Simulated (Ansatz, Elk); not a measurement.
# Bonding as seen by X-rays: BaSr2P2

The structure of BaSr2P2 used here is made up (a known structure type with other elements) and was relaxed beforehand with PBE. The aim is the Fourier transform of its all-electron density, F(hkl), set beside the sum over free spherical atoms that refinements use.

Calculated with Elk 11.2.3 (patched build); DFT, PBE, all-electron APW+lo, Dirac cores, scalar-relativistic bands, static density, no spin.

The structure was built from a prototype and need not be the compound's stable phase.

## Step 1: Set-up

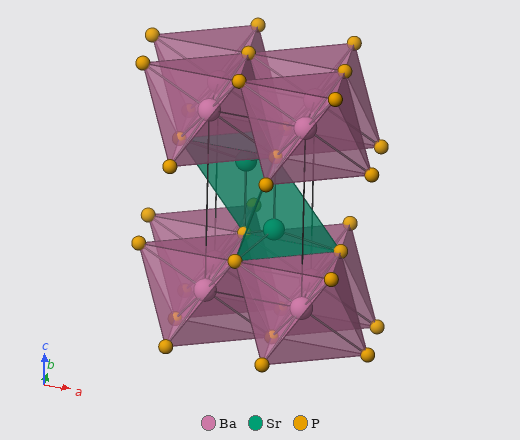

The starting structure, seen slightly off an axis (barium pink, strontium teal, phosphorus orange). Some periodic images of atoms are drawn too.

## Step 2: Ground state and structure factors

An all-electron density is needed, since X-rays see the cores too. Task 0 finds the density and task 195 Fourier-transforms it; tshift is off so that phases refer to the origin typed.

elk.in reads:

```
tasks
  0
  195

xctype
  20

spinpol
  .false.

rgkmax
  7.0

gmaxvr
  14.0

lmaxo
  7

lmaxapw
  8

swidth
  0.002

tshift
  .false.

ramdisk
  .false.

hmaxvr
  5.5

maxscl
  120

epspot
  1e-06

sppath
  './'

avec
  9.45502015571 0.00000000000 -0.00000000000
  -4.72751007785 8.18828764814 0.00000000000
  -0.00000000000 -0.00000000000 15.00389401209

atoms
  3
  'Ba.in'
  1
  0.0000000000 -0.0000000000 0.0000000000   0.000000 0.000000 0.000000
  'Sr.in'
  2
  0.3333333333 0.6666666667 0.6482398860   0.000000 0.000000 0.000000
  0.6666666667 0.3333333333 0.3517601140   0.000000 0.000000 0.000000
  'P.in'
  2
  0.3333333333 0.6666666667 0.2446365597   0.000000 0.000000 0.000000
  0.6666666667 0.3333333333 0.7553634403   0.000000 0.000000 0.000000

ngridk
  5 5 3
```

On the command line:

```sh
$ OMP_NUM_THREADS=4 elk
```

Numbers of over 12 decimals in the logs are rounded to 6 here.

The program printed:

```text
┌─────────────────────────┐
│ Elk code version 11.2.3 │
└─────────────────────────┘

All units are atomic (Hartree, Bohr, etc.)

┌─────────────────────────────────────────────────┐
│ Ground-state run starting from atomic densities │
└─────────────────────────────────────────────────┘

Lattice vectors :
   9.455020156       0.000000000      -0.000000000
  -4.727510078       8.188287648       0.000000000
  -0.000000000      -0.000000000       15.00389401

Reciprocal lattice vectors :
  0.6645343113      0.3836690635       0.000000000
   0.000000000      0.7673381270       0.000000000
   0.000000000       0.000000000      0.4187703074

Unit cell volume      :    1161.607847
Brillouin zone volume :   0.2135404078

Muffin-tin inner radius fraction :   0.1000000000E-01

Nuclei treated as point charges

Species : 1 (Ba)
 parameters loaded from : Ba.in
 name : barium
 nuclear charge    :   -56.00000000
 electronic charge :    56.00000000
 atomic mass :    250331.8071
 muffin-tin radius :    2.800000000
 number of radial points in muffin-tin :   1393
 inner part over the whole radius :   0.9950032293E-02
 number on inner part of muffin-tin    :    996
 approximate nuclear radius :   0.9171481901E-04
 number of mesh points to nuclear radius :    504
 atomic positions (lattice), magnetic fields (Cartesian) :
  1 :   0.00000000  0.00000000  0.00000000    0.00000000  0.00000000  0.00000000

Species : 2 (Sr)
 parameters loaded from : Sr.in
 name : strontium
 nuclear charge    :   -38.00000000
 electronic charge :    38.00000000
 atomic mass :    159721.4892
 muffin-tin radius :    2.600000000
 number of radial points in muffin-tin :   1193
 inner part over the whole radius :   0.9909106339E-02
 number on inner part of muffin-tin    :    847
 approximate nuclear radius :   0.8067967193E-04
 number of mesh points to nuclear radius :    415
 atomic positions (lattice), magnetic fields (Cartesian) :
  1 :   0.33333333 -0.33333333 -0.35176011    0.00000000  0.00000000  0.00000000
  2 :  -0.33333333  0.33333333  0.35176011    0.00000000  0.00000000  0.00000000

Species : 3 (P)
 parameters loaded from : P.in
 name : phosphorus
 nuclear charge    :   -15.00000000
 electronic charge :    15.00000000
 atomic mass :    56461.71230
 muffin-tin radius :    2.200000000
 number of radial points in muffin-tin :    793
 inner part over the whole radius :   0.9987340520E-02
 number on inner part of muffin-tin    :    554
 approximate nuclear radius :   0.6081821256E-04
 number of mesh points to nuclear radius :    248
 atomic positions (lattice), magnetic fields (Cartesian) :
  1 :   0.33333333 -0.33333333  0.24463656    0.00000000  0.00000000  0.00000000
  2 :  -0.33333333  0.33333333 -0.24463656    0.00000000  0.00000000  0.00000000

Total number of atoms per unit cell :    5
Total muffin-tin volume :    328.4011521
 ratio of muffin-tin to unit cell volume :   0.2827125805

Spin treatment :
 spin-unpolarised

Number of Bravais lattice symmetries :   24
Number of crystal symmetries         :   12
Crystal has inversion symmetry
Real symmetric eigensolver will be used

k-point grid :      5     5     3
k-point offset :    0.000000000       0.000000000       0.000000000
k-point set is reduced with full crystal symmetry group
Total number of k-points :       12

Muffin-tin radius times maximum |G+k| :    7.000000000
 using average radius
Maximum |G+k| for APW functions       :    2.822580645
Maximum (1/2)|G+k|²                   :    3.983480749
Maximum |G| for potential and density :    14.00000000
Constant for pseudocharge density :   10
 order of it for each species :   17  17  17
 order of it for pair densities of each species (exact exchange by exxq0 0: 18) :   12  11   6
Radial integration step length :    1

G-vector grid sizes :     45    45    70
Number of G-vectors :    53719

Maximum angular momentum used for
 APW functions            :    8
 outer part of muffin-tin :    7
 inner part of muffin-tin :    2

Total nuclear charge    :   -162.0000000
[...]
correlation                 :     -7.985149
 electron entropic           :    -0.50895587210029E-11
 total energy                :     -15185.378819913

Density of states at Fermi energy :   0.5099688167E-07
 (states/Hartree/unit cell)

Estimated indirect band gap :   0.9811225631E-01
 from k-point 1 to k-point 3
Estimated direct band gap   :   0.9885991791E-01
 at k-point 1

Charges :
 core                        :    112.0000000
 valence                     :    50.00000000
 interstitial                :    9.250030234
 muffin-tins (core leakage)
  species : 1 (Ba)
   atom 1                    :    53.50584262     (  0.5089395515E-05)
  species : 2 (Sr)
[...]
species : 3 (P)
[...]
total in muffin-tins        :    152.7499698
 total calculated charge     :    161.9993418
 total charge                :    162.0000000
 error                       :   0.6581616938E-03

RMS change in Kohn-Sham potential (target) :   0.3146878241     (  0.1000000000E-05)
Absolute change in total energy (target)   :   0.6859376519     (  0.1000000000E-03)

[... loops 3 to 14 left out ...]

┌──────────────────┐
│ Loop number : 15 │
└──────────────────┘

Energies :
 Fermi                       :     0.172297
 sum of occupied eigenvalues :     -9140.3607949828
 electron kinetic            :      15925.325124035
 core electron kinetic       :      15549.220485479
 Coulomb                     :     -30653.473165924
 Coulomb potential           :     -24472.469335992
 nuclear-nuclear             :     -1375.2918997710
 electron-nuclear            :     -34103.792286874
 Hartree                     :      4825.6110207217
 Madelung                    :     -18417.238497928
 xc potential                :     -593.21658302619
 exchange                    :     -447.31824109598
 correlation                 :     -7.995545
 electron entropic           :    -0.70048247439617E-08
 total energy                :     -15183.461828024

Density of states at Fermi energy :   0.1046749497E-03
 (states/Hartree/unit cell)

Estimated indirect band gap :   0.5997004371E-01
 from k-point 3 to k-point 3
Estimated direct band gap   :   0.5997004371E-01
 at k-point 3

Charges :
 core                        :    112.0000000
 valence                     :    50.00000000
 interstitial                :    9.762667758
 muffin-tins (core leakage)
  species : 1 (Ba)
[...]
species : 2 (Sr)
[...]
species : 3 (P)
[...]
total in muffin-tins        :    152.2373322
 total calculated charge     :    161.9993604
 total charge                :    162.0000000
 error                       :   0.6396317265E-03

RMS change in Kohn-Sham potential (target) :   0.3164300656E-06 (  0.1000000000E-05)
Absolute change in total energy (target)   :   0.5952342144E-04 (  0.1000000000E-03)

Convergence targets achieved

┌──────────────────┐
│ Loop number : 16 │
└──────────────────┘

Energies :
 Fermi                       :     0.172297
 sum of occupied eigenvalues :     -9140.3607653978
 electron kinetic            :      15925.325146451
 core electron kinetic       :      15549.220492772
 Coulomb                     :     -30653.473161228
 Coulomb potential           :     -24472.469328015
 nuclear-nuclear             :     -1375.2918997710
 electron-nuclear            :     -34103.792285606
 Hartree                     :      4825.6110241484
 Madelung                    :     -18417.238497221
 xc potential                :     -593.21658383367
 exchange                    :     -447.31824112235
 correlation                 :     -7.995545
 electron entropic           :    -0.70045955570736E-08
 total energy                :     -15183.461800889

Density of states at Fermi energy :   0.1046713418E-03
 (states/Hartree/unit cell)

Estimated indirect band gap :   0.5997015916E-01
 from k-point 3 to k-point 3
Estimated direct band gap   :   0.5997015916E-01
 at k-point 3

Charges :
 core                        :    112.0000000
 valence                     :    50.00000000
 interstitial                :    9.762667985
 muffin-tins (core leakage)
  species : 1 (Ba)
[...]
species : 2 (Sr)
[...]
atom 2                    :    36.01242367     (  0.2857525707E-04)
  species : 3 (P)
   atom 1                    :    13.28319165     (  0.3088988624E-03)
   atom 2                    :    13.28319165     (  0.3088988624E-03)
 total in muffin-tins        :    152.2373320
 total calculated charge     :    161.9993604
 total charge                :    162.0000000
 error                       :   0.6396317748E-03

┌──────────────────────────────┐
│ Self-consistent loop stopped │
└──────────────────────────────┘

Warning : core states of species 3 leak from the muffin-tin :   0.3088988624E-03

Wrote STATE.OUT
```

Run time: 35 s. Hardware: 4 threads of Arm Neoverse V2, shared host; peak memory 0.25 GiB.

SFACRHO.OUT:

```text

h k l indices transformed by vhmat matrix:
   1.000000000       0.000000000       0.000000000    
   0.000000000       1.000000000       0.000000000    
   0.000000000       0.000000000       1.000000000    

      h      k      l  multipl.   |H|            Re(F)            Im(F)           |F|

      0      0      0      1   0.0000000       162.00000      0.52818810E-16   162.00000    
      0      0     -1      2  0.41877031       11.339682      0.80602736E-14   11.339682    
     -1      0      0      6  0.76733813       3.2697867      0.80602736E-14   3.2697867    
      0      0      2      2  0.83754061       4.8254452     -0.12594178E-13   4.8254452    
     -1      0     -1      6  0.87417182       92.880534     -0.65489723E-14   92.880534    
      1      0     -1      6  0.87417182       44.326608     -0.20150684E-14   44.326608    
      0     -1      2      6   1.1359058       13.435722     -0.25188355E-13   13.435722    
      0      1      2      6   1.1359058       119.92778      -0.0000000       119.92778    
      0      0      3      2   1.2563109       100.74630      0.24180821E-13   100.74630    
     -1      2      0      6   1.3290686       125.25778     -0.34880056E-13   125.25778    
     -2      1     -1     12   1.3934820       9.2633591      0.40301368E-14   9.2633591    
      0      1     -3      6   1.4721158       50.835272      -0.0000000       50.835272    
     -1      1     -3      6   1.4721158      -17.166233      0.28210958E-13   17.166233    
     -2      0      0      6   1.5346763       4.4222018      0.20150684E-14   4.4222018    
     -2      1     -2     12   1.5709544       7.0599342      0.44079621E-14   7.0599342    
     -2      0     -1      6   1.5907859       35.577333      0.40301368E-14   35.577333    
      2      0     -1      6   1.5907859       81.889691      0.40301368E-14   81.889691    
      0      0      4      2   1.6750812       13.154663     -0.38034416E-13   13.154663
```

Elk indexes on the primitive cell of elk.in and gives |H| = 4π sin θ/λ in inverse bohr. Below, one row stands for each form hkl of the conventional cell (m members, Friedel mates merged), F is for one primitive cell and the density is static (no thermal factor). Free-atom factors are Waasmaier and Kirfel's, and R is Σm||F|−|F'||/Σm|F|.

```
hkl   m  sin θ/λ (Å⁻¹)  abs F, DFT  neutral atoms   diff.
001   2          0.063      11.340         11.265  +0.075
100   6          0.115       3.270          3.711  -0.441
002   2          0.126       4.825          5.639  -0.813
101   6          0.132      92.880         93.087  -0.206
011   6          0.132      44.327         43.556  +0.770
102   6          0.171      13.436         13.375  +0.061
012   6          0.171     119.928        119.649  +0.279
003   2          0.189     100.746        100.485  +0.261
110   6          0.200     125.258        125.272  -0.014
111  12          0.210       9.263          9.340  -0.077
103   6          0.221      50.835         51.017  -0.182
013   6          0.221      17.166         17.285  -0.119
200   6          0.231       4.422          4.260  +0.162
112  12          0.236       7.060          6.787  +0.273
```

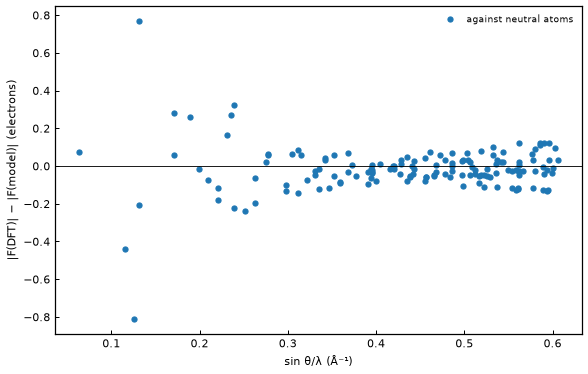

Difference between the calculated structure factors and the independent-atom ones.

## Step 3: The highest occupied states alone

An energy window below the Fermi level keeps the highest occupied states, to see at which angles they scatter; shallow core shells can lie inside it and anion s states outside. No new self-consistency is needed.

Changes to elk.in since step 2:

```diff
@@ -1,3 +1,2 @@
 tasks
-  0
   195
@@ -40,2 +39,5 @@
 
+wsfac
+  -0.378940 0.472300
+
 sppath
```

On the command line:

```sh
$ OMP_NUM_THREADS=4 elk
```

The program printed:

```text
┌─────────────────────────────────┐
│ Elk code version 11.2.3 started │
└─────────────────────────────────┘

Info(readinput): the functional depends on the density's gradient
 muffin-tin radial points multiplied by    2.00000
 (not where nrmtscf is given)

┌────────────────────┐
│ Current task : 195 │
└────────────────────┘

Info(sfacrho): density structure factors written to SFACRHO.OUT

 Energy window :  -0.3789400000      0.4723000000

┌──────────────────┐
│ Elk code stopped │
└──────────────────┘
```

The job ended after 21 s (4 threads; peak memory 0.18 GiB; 23 s of CPU time).

States within 15 eV below the Fermi level hold 22.00 electrons; any levels below the window count with the cores. Their amplitudes can exceed the total, where window and core parts have opposite phase:

```
hkl  sin θ/λ (Å⁻¹)  abs F, window  abs F, all
001          0.063          5.249      11.340
100          0.115          0.443       3.270
002          0.126          2.499       4.825
101          0.132          1.096      92.880
011          0.132          8.301      44.327
102          0.171          3.677      13.436
012          0.171          4.240     119.928
003          0.189          1.821     100.746
110          0.200          3.589     125.258
111          0.210          1.270       9.263
```

## Step 4: Another functional

The difference from free atoms is small, so it is set against the change that LDA (Perdew-Wang) makes.

Changes to elk.in since step 3:

```diff
@@ -1,2 +1,3 @@
 tasks
+  0
   195
@@ -4,3 +5,3 @@
 xctype
-  20
+  3
 
@@ -39,5 +40,2 @@
 
-wsfac
-  -0.378940 0.472300
-
 sppath
```

On the command line:

```sh
$ OMP_NUM_THREADS=4 elk
```

The program printed:

```text
┌─────────────────────────┐
│ Elk code version 11.2.3 │
└─────────────────────────┘

All units are atomic (Hartree, Bohr, etc.)

┌─────────────────────────────────────────────────┐
│ Ground-state run starting from atomic densities │
└─────────────────────────────────────────────────┘

Lattice vectors :
   9.455020156       0.000000000      -0.000000000
  -4.727510078       8.188287648       0.000000000
  -0.000000000      -0.000000000       15.00389401

Reciprocal lattice vectors :
  0.6645343113      0.3836690635       0.000000000
[...]
species : 1 (Ba)
[...]
species : 2 (Sr)
[...]
species : 3 (P)
   atom 1                    :    13.27013446     (  0.3070464684E-03)
   atom 2                    :    13.27013446     (  0.3070464684E-03)
 total in muffin-tins        :    152.2135588
 total calculated charge     :    161.9993768
 total charge                :    162.0000000
 error                       :   0.6231684829E-03

┌──────────────────────────────┐
│ Self-consistent loop stopped │
└──────────────────────────────┘

Warning : core states of species 3 leak from the muffin-tin :   0.3070464684E-03

Wrote STATE.OUT
[key lines of the parts left out:]
total energy                :     -15167.699933951
```

Wall time 21 s (4 threads); peak memory 0.2 GiB.

Against the first run R = 0.04 %; the largest change is -0.056 at 330.

## Step 5: Basis size

The basis and the expansions that go with it are enlarged, to see whether the differences are converged.

Changes to elk.in since step 4:

```diff
@@ -5,3 +5,3 @@
 xctype
-  3
+  20
 
@@ -11,12 +11,12 @@
 rgkmax
-  7.0
+  8.5
 
 gmaxvr
-  14.0
+  18.0
 
 lmaxo
-  7
+  9
 
 lmaxapw
-  8
+  10
```

On the command line:

```sh
$ OMP_NUM_THREADS=4 elk
```

The program printed:

```text
┌─────────────────────────┐
│ Elk code version 11.2.3 │
└─────────────────────────┘

All units are atomic (Hartree, Bohr, etc.)

┌─────────────────────────────────────────────────┐
│ Ground-state run starting from atomic densities │
└─────────────────────────────────────────────────┘

Lattice vectors :
   9.455020156       0.000000000      -0.000000000
  -4.727510078       8.188287648       0.000000000
  -0.000000000      -0.000000000       15.00389401

Reciprocal lattice vectors :
  0.6645343113      0.3836690635       0.000000000
[...]
species : 1 (Ba)
[...]
species : 2 (Sr)
[...]
species : 3 (P)
   atom 1                    :    13.28697070     (  0.3091383602E-03)
   atom 2                    :    13.28697070     (  0.3091383602E-03)
 total in muffin-tins        :    152.2467119
 total calculated charge     :    161.9993238
 total charge                :    162.0000000
 error                       :   0.6761678187E-03

┌──────────────────────────────┐
│ Self-consistent loop stopped │
└──────────────────────────────┘

Warning : core states of species 3 leak from the muffin-tin :   0.3091383602E-03

Wrote STATE.OUT
[key lines of the parts left out:]
total energy                :     -15183.467486718
```

It took 95 s on 4 threads; peak memory 0.56 GiB; 3.1 min of CPU time.

Against the first run R = 0.01 %; the largest change is +0.006 at 321.

## Step 6: Settings against the effect

```
                              run  R against the first run (%)  R against neutral atoms, low angle (%)  wall time
                    PBE, rgkmax 7                         0.00                                    0.41       35 s
                LDA (Perdew-Wang)                         0.04                                    0.37       21 s
rgkmax 8.5 with larger expansions                         0.01                                    0.41       95 s
```

## Step 7: Summary of results

```json
{"R against neutral atoms, sin θ/λ < 0.3 Å⁻¹": "0.41 %", "R against neutral atoms, 0.3 to 0.61 Å⁻¹": "0.16 %"}
```

What this shows: Independent neutral atoms miss the calculated amplitudes by R = 0.41 % below 0.3 Å⁻¹ and 0.16 % from there to 0.61 Å⁻¹; by shells, 1.17 % below 0.15 Å⁻¹ (5 forms), 0.30 % 0.15 to 0.3 (19 forms), 0.12 % 0.3 to 0.45 (45 forms), 0.18 % above 0.45 (80 forms). Bonding, aspherical density and the tables' own atoms all enter these figures, and the runs don't part them. The largest change of an amplitude is -0.81 electrons, at 002. The window's part falls from 22.0 electrons at the origin to at most 0.32 between 0.45 and 0.61 Å⁻¹. The window holds more than the 16 outer electrons of the free atoms, so shallow core shells lie inside it. Below 0.3 Å⁻¹ the changes that finished (LDA (Perdew-Wang) and rgkmax 8.5 with larger expansions) move F by R = 0.04 % at most, against the 0.41 % that separates it from free atoms. The k-mesh has no finished test. Part of the difference isn't bonding: the tables are fits to free atoms and ions calculated by other methods than this functional. Thermal motion, anomalous dispersion and extinction are left out.

[Logs are printed without paths, hosts, clocks, repeated set-up lines and the standing remarks that a program may print on its own settings, such as how far it seeks lower states.]

[Hosts, paths, dates, database ids (printed as entryN), source tags and the programs' standing remarks are cut or masked in the printed files.]
